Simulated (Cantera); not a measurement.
Feed: 1 mol HMDSO, 3.5 mol NO, equilibrated at 302 °C.

These are equilibrium values from Cantera (NASA tables, ideal gas, pure condensed phases), not measurements of a reactor. Candidate condensed phases: C, C6H6, C7H8, C8H18, H2O, Si, SiC, SiO2, Si2N2O, Si3N4; 151 gas species. The feed counts by its element totals alone. Equilibrium is a limit: real reactors are often held back by kinetics, nucleation or transport.

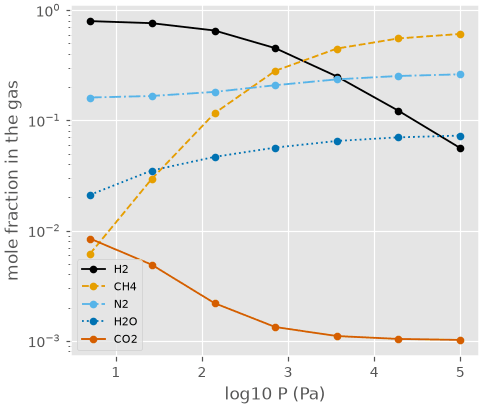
*Equilibrium gas composition (values under 1e-9 drawn at 1e-9)*

From 5.00 Pa to 1.00 bar the condensed part is C(graphite) + SiO2(α-quartz).
